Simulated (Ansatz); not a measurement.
A series of calculations on GeH5Br

**1. Relaxation**

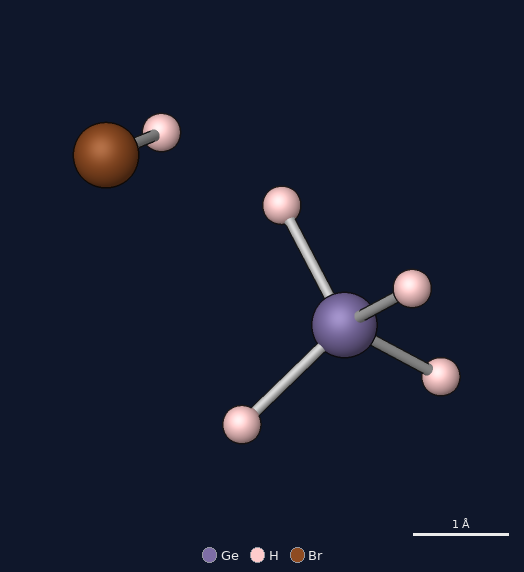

Starting structure of GeH5Br. A ball-and-stick model, seen from a free direction.

The run prepares an end point of a later path (reaction) calculation, from a guessed geometry.

The calculation used RHF/def2-SVP in Ansatz.

The input:
```yaml
crystal:
  periodic: [false, false, false]
  atoms:
    - { symbol: Ge, position_ang: [0.221084, 0.0, -0.089589] }
    - { symbol: H, position_ang: [0.1259, 0.0, 1.452655] }
    - { symbol: H, position_ang: [1.704354, 0.0, -0.479545] }
    - { symbol: H, position_ang: [-0.457701, 1.257495, -0.630155] }
    - { symbol: H, position_ang: [-0.457701, -1.257495, -0.630155] }
    - { symbol: Br, position_ang: [-3.018077, 0.0, 1.506846] }
    - { symbol: H, position_ang: [-1.639258, 0.0, 2.064944] }
basis:
  gaussian: { orbitals: def2-SVP }
hamiltonian:
  xc: hf
relax:
  f_tol: 0.03
  max_steps: 50
```

Launched with:
```bash
ansatz run input.yaml --threads 1 --pin off --max-ram 2048MiB --backend cpu --events-out ev --progress --plain --runs-dir out
```

### What does the optimiser find from here?

The energy falls by 25.6 kJ/mol in 13 accepted moves (16 points after the start). Largest force component: 2 eV/Å at the start, 0.017 eV/Å at the end. The line search rejected the trial steps at points 6, 10, 12 of the run. The forces were under the threshold at step 7, but the run went on from there. The atom that moves furthest after the best rigid fit is H7 (1.26 Å). By element the largest moves are H 1.26 Å, Br 0.53 Å, Ge 0.35 Å. Among the contacts that change: Br6–H7 1.487 → 1.408 Å, Ge1–H2 1.545 → 1.534 Å. The run took 35 s on 1 thread of Arm Neoverse V2, with other jobs on the host, peak memory 0.18 GiB.

The structure at the end:

```xyz
7

Ge    0.5059    0.0000   -0.2932
H     0.5002    0.0000    1.2410
H     1.9575    0.0000   -0.7896
H    -0.2080    1.2538   -0.8089
H    -0.2080   -1.2538   -0.8089
Br   -3.4705    0.0000    1.7743
H    -2.5984    0.0000    2.8803
```

After the run, drawn alike:

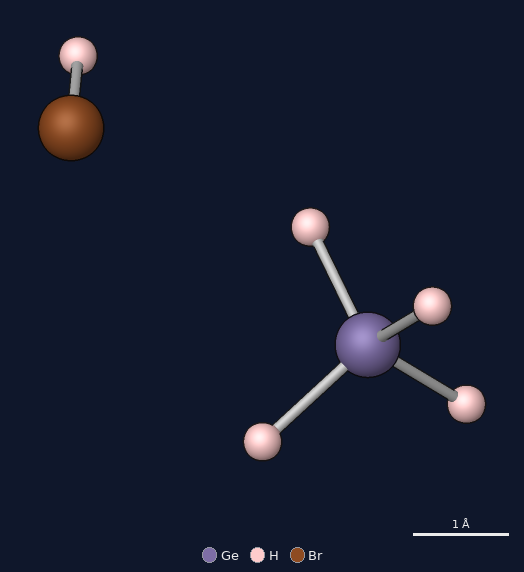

Limits of the set-up: Hartree-Fock leaves out electron correlation.

**2. Relaxation**

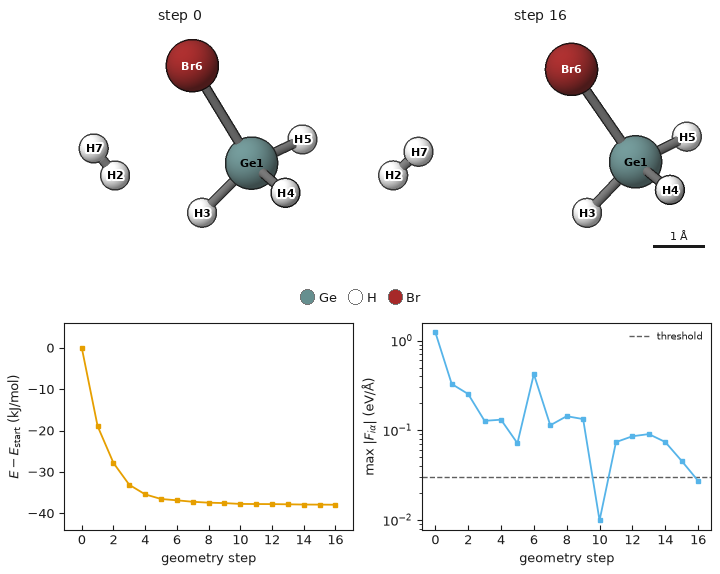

First and last geometry of a relaxation of GeH$_{5}$Br, with the history of the run. Style: ball-and-stick. Shown at a tilt.

The run prepares an end point of a later path (reaction) calculation, from a guessed geometry.

These are results of Ansatz 0.2.0, RHF/def2-SVP, not measurements.

Input file:
```yaml
crystal:
  periodic: [false, false, false]
  atoms:
    - { symbol: Ge, position_ang: [-0.497371, 0.0, -0.457916] }
    - { symbol: H, position_ang: [0.168755, 0.0, 2.228886] }
    - { symbol: H, position_ang: [0.729212, 0.0, 0.434233] }
    - { symbol: H, position_ang: [-0.555301, 1.265662, -1.304223] }
    - { symbol: H, position_ang: [-0.5553, -1.265662, -1.304223] }
    - { symbol: Br, position_ang: [-2.451725, 0.0, 0.895152] }
    - { symbol: H, position_ang: [-0.35967, 0.0, 2.703091] }
basis:
  gaussian: { orbitals: def2-SVP }
hamiltonian:
  xc: hf
relax:
  f_tol: 0.03
  max_steps: 50
```

Command:
```bash
ansatz run input.yaml --threads 1 --pin off --max-ram 2048MiB --backend cpu --events-out ev --progress --plain --runs-dir out
```

Question: What do the curves and the structures tell?

Answer: It converged. H2 moves most after the best rigid fit: 1.64 Å. Largest moves by element: H 1.64 Å, Ge 0.48 Å, Br 0.39 Å. Among the contacts that change: Ge1–Br6 2.377 → 2.330 Å, H2–H7 0.710 → 0.748 Å, Ge1–H3 1.517 → 1.527 Å. Bond angles that change, for instance: H3–Ge1–Br6 109.3° → 107.0°. Over 16 geometry steps the energy falls by 37.9 kJ/mol. Largest force component: 1.2 eV/Å at the start, 0.027 eV/Å at the end. The forces were under the threshold at step 10, but the run went on from there.

```json
{"step": "0", "E − E(0), kJ/mol": "0.00", "largest force component, eV/Å": "1.2407"}
{"step": "1", "E − E(0), kJ/mol": "-18.95", "largest force component, eV/Å": "0.3281"}
{"step": "2", "E − E(0), kJ/mol": "-27.84", "largest force component, eV/Å": "0.2537"}
{"step": "3", "E − E(0), kJ/mol": "-33.12", "largest force component, eV/Å": "0.1274"}
{"step": "4", "E − E(0), kJ/mol": "-35.42", "largest force component, eV/Å": "0.1312"}
{"step": "5", "E − E(0), kJ/mol": "-36.54", "largest force component, eV/Å": "0.0717"}
{"step": "6", "E − E(0), kJ/mol": "-36.86", "largest force component, eV/Å": "0.4225"}
{"step": "7", "E − E(0), kJ/mol": "-37.21", "largest force component, eV/Å": "0.1136"}
{"step": "8", "E − E(0), kJ/mol": "-37.43", "largest force component, eV/Å": "0.1435"}
{"step": "9", "E − E(0), kJ/mol": "-37.53", "largest force component, eV/Å": "0.1333"}
{"step": "10", "E − E(0), kJ/mol": "-37.73", "largest force component, eV/Å": "0.0099"}
{"step": "11", "E − E(0), kJ/mol": "-37.76", "largest force component, eV/Å": "0.0738"}
{"step": "12", "E − E(0), kJ/mol": "-37.77", "largest force component, eV/Å": "0.0857"}
{"step": "13", "E − E(0), kJ/mol": "-37.82", "largest force component, eV/Å": "0.0907"}
{"step": "14", "E − E(0), kJ/mol": "-37.88", "largest force component, eV/Å": "0.0740"}
{"step": "15", "E − E(0), kJ/mol": "-37.90", "largest force component, eV/Å": "0.0455"}
{"step": "16", "E − E(0), kJ/mol": "-37.93", "largest force component, eV/Å": "0.0273"}
```

Limits of the set-up: Hartree-Fock leaves out electron correlation.

**3. Path**

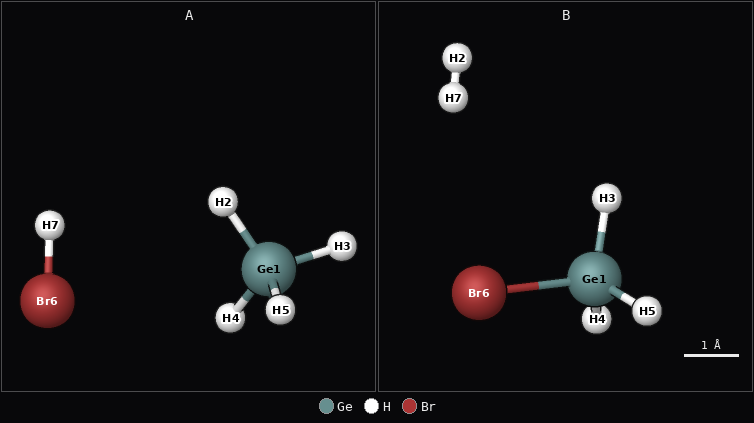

The two relaxed end points of a path for GeH5Br, made up at the start of GeH$_{4}$ and HBr. A ball-and-stick model, seen at a tilt.

All numbers below come from RHF/def2-SVP in Ansatz 0.2.0.

Set-up: 5 movable images; climbing image; force threshold 0.03 eV/Å; iteration limit 60.

Start:
```xyz
7

Ge    0.5095    0.0000   -0.2882
H     0.4963    0.0000    1.2460
H     1.9636    0.0000   -0.7774
H    -0.2018    1.2538   -0.8074
H    -0.2018   -1.2538   -0.8074
Br   -3.4769    0.0000    1.7596
H    -2.6103    0.0000    2.8699
```

End:
```xyz
7

Ge   -0.3262    0.0000   -0.9245
H    -0.2679    0.0000    3.9670
H     0.7366    0.0000    0.1713
H    -0.2531    1.2625   -1.7783
H    -0.2531   -1.2625   -1.7783
Br   -2.4003    0.0000    0.1362
H    -0.7574    0.0000    3.4015
```

### Predict the minimum-energy path and its barrier.

The highest point, image 3, lies 219.2 kJ/mol above the start and 261.7 kJ/mol above the end; the end is at −42.5 kJ/mol relative to the start. Breaking: Br6–H7 (1.41 → 2.05 at the top → 3.66 Å), Ge1–H2 (1.53 → 1.84 at the top → 4.89 Å). Forming: Ge1–Br6 (4.48 → 2.97 at the top → 2.33 Å), H2–H7 (3.51 → 0.83 at the top → 0.75 Å). The band converged in 13 iterations. The largest component of the band force went from 7 to 0.028 eV/Å. The climbing image converged on the top of the path. Its vibrational analysis gives one imaginary mode (727i cm⁻¹), as a transition state must have.

Energies of the converged images:

| image | path (Å) | E (kJ/mol) |
| --- | --- | --- |
| 0 | 0.00 | 0.0 |
| 1 | 0.98 | 2.3 |
| 2 | 1.96 | 36.7 |
| 3 | 2.94 | 219.2 |
| 4 | 4.21 | 41.9 |
| 5 | 5.47 | -38.0 |
| 6 | 6.74 | -42.5 |

The geometry at the top of the path:

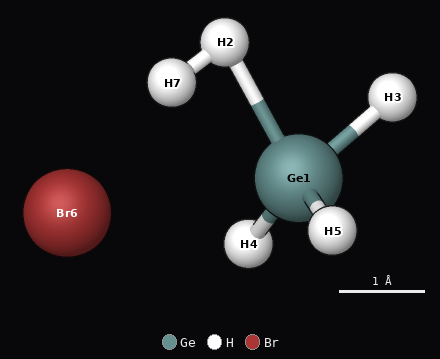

Limits of the set-up: the start holds two separate molecules, 3.5 Å apart at their closest, whose relative position is a soft coordinate and is computed without a dispersion correction; Hartree-Fock leaves out electron correlation.

The run took 2.3 min on 1 thread of Arm Neoverse V2, with other jobs on the host, peak memory 0.19 GiB.
